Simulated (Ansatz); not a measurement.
**F$_{4}$Ga$_{4}$···F (charge +1): density, localisation and related maps**

| atom | x (Å) | y (Å) | z (Å) |
| --- | --- | --- | --- |
| Ga | -1.6787 | 2.0509 | -0.4003 |
| Ga | -1.0417 | -0.5438 | 2.4088 |
| Ga | -1.6283 | -1.7353 | -1.2333 |
| Ga | 1.3388 | 0.0702 | -0.2388 |
| F | -1.6087 | -0.0849 | 0.2869 |
| F | 3.0290 | 0.1594 | -0.5392 |
| F | 0.3641 | 1.5825 | -0.5641 |
| F | 0.3978 | -1.1743 | -1.1913 |
| F | 0.8278 | -0.3247 | 1.4714 |

Geometry: PBE0-D4/def2-SVP.

These are results of RKS PBE0-D4/def2-TZVP in Ansatz 0.2.0, not measurements.

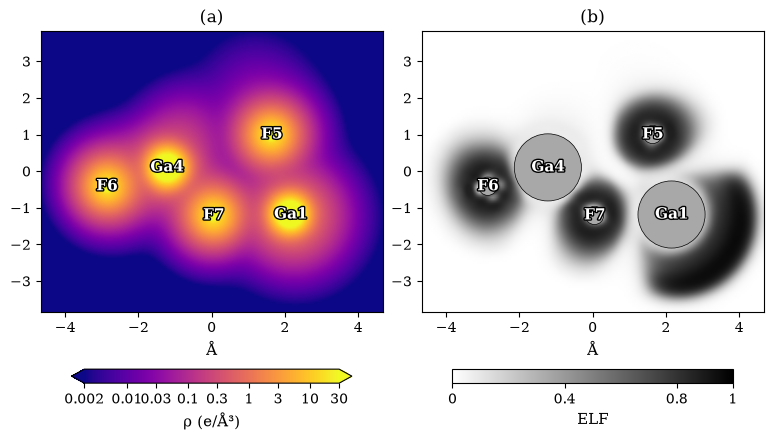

Figure 1. (a) total electron density; (b) ELF on the plane of atoms F6, Ga4 and F7. Grey discs cover the atomic cores in the ELF map.

What does the map show?

Answer. The section cuts through Ga and F sites. Ga1···F5 (2.24 Å): the density falls to about 0.29 e/Å³ on the way; the ELF is about 0.15 at the midpoint. Ga–F (1.72 Å): ρ at the midpoint is about 0.99 e/Å³; the ELF peaks at about 0.80 in the valence shell of F, 0.6 Å from its nucleus, and is about 0.20 at the midpoint. Ga–F (1.83 Å): ρ is about 0.72 e/Å³ halfway; the ELF peaks at about 0.85 in the valence shell of F, 0.5 Å from its nucleus, and is about 0.20 at the midpoint. The ELF also peaks beside F7 and F6, away from the bonds: lone-pair regions.

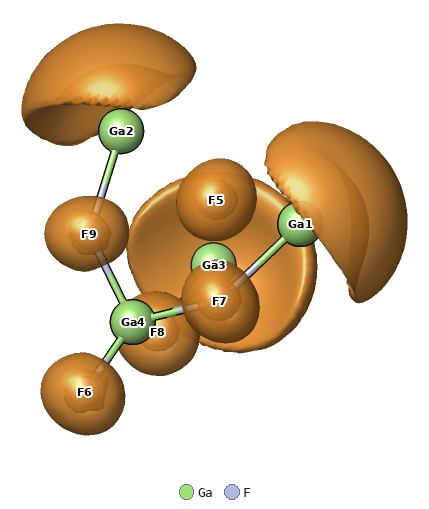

Figure 2. Isosurface of the ELF at 0.75 (orange), seen at an oblique angle. Only the valence region is drawn (cores and ρ < 0.01 e/Å³ removed).

Describe the localisation domains.

Answer. At this value the surface marks out three lobes on Ga, pointing away from the bonds (lone pairs) and five regions wrapped around F (the valence shell of each).


Ga2···F5 (2.24 Å): the ELF is about 0.15 at the midpoint.

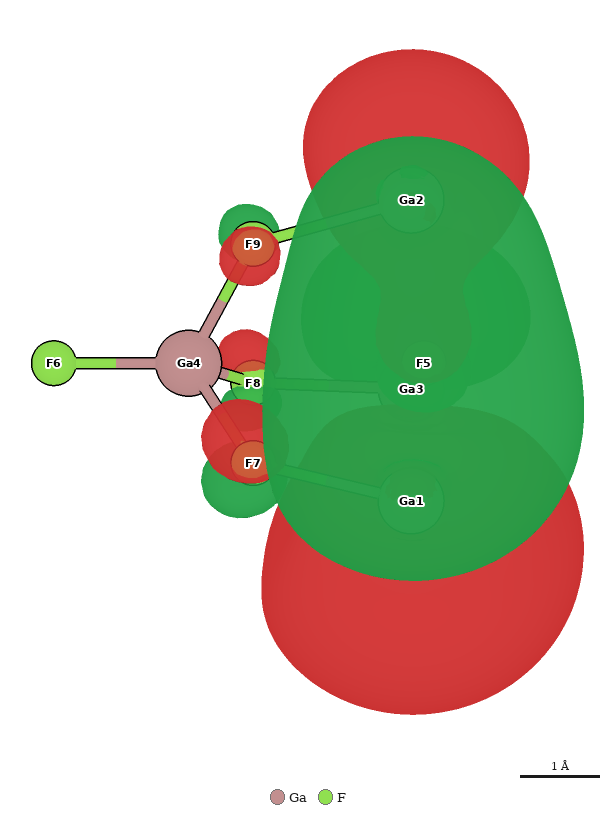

Figure 3. The LUMO at ±0.04 Å⁻³ᐟ² (green and red are the two phases), seen from one side.

Where does this orbital lie, and at what energy?

Answer. It lies mainly on Ga1 (about 60 %), Ga2 (about 15 %) and Ga3 (about 15 %). It is one of a degenerate set, so its orientation is arbitrary. Its energy is −6.14 eV.

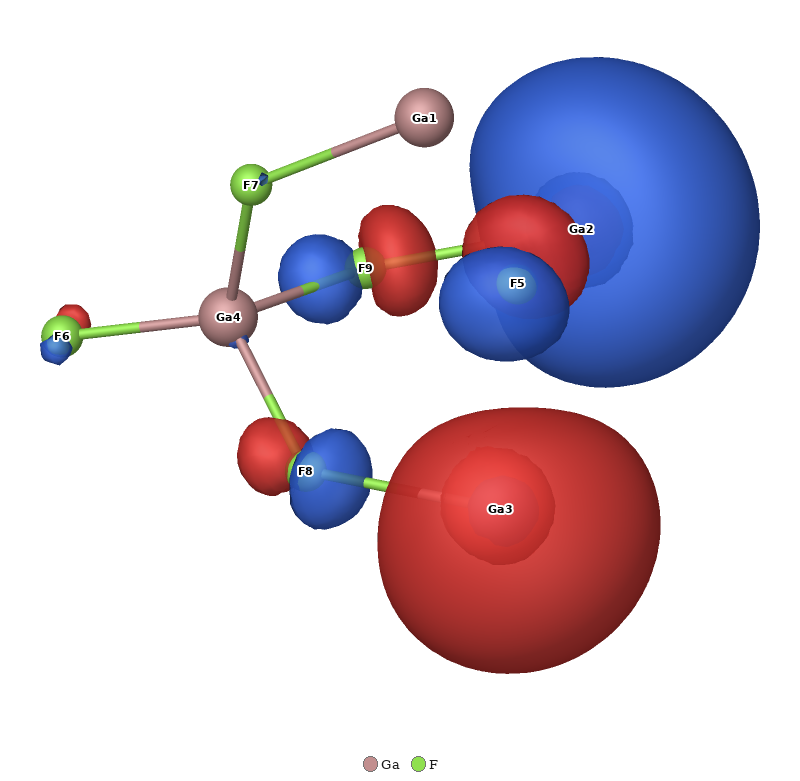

Figure 4. The HOMO at ±0.1 Å⁻³ᐟ² (red and blue are the two phases), seen at a tilt.

What is the character of this orbital?

Answer. By Hirshfeld shares it lies mainly on Ga2 (about 50 %), Ga3 (about 30 %) and F5 (about 10 %). It is one of a degenerate set, so its orientation is arbitrary. Its energy is −12.20 eV.
